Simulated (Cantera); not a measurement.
Charge: 1 mol BN, 3.3 mol H₂O, at 1.33 mbar.

Equilibrium computed with Cantera from the NASA thermochemical tables; the gas is ideal and each condensed phase is pure. Candidate condensed phases: B, BN, B₂O₃, B₃O₃H₃, H₂O; 39 gas species. Gases not in the tables: H₃BO₃. The numbers say what is thermodynamically allowed, not how fast it happens.

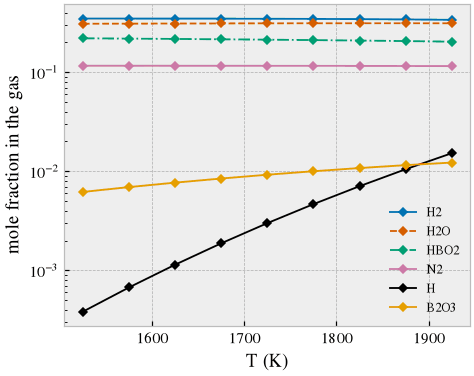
Fig. 1. Equilibrium gas composition (values under 1e-9 drawn at 1e-9)

Q: Read off the mole fractions at 1675 K.

A: H₂ about 0.35, H₂O about 0.31, HBO₂ about 0.21, N₂ about 0.12, B₂O₃ about 0.0084, H about 0.0019.
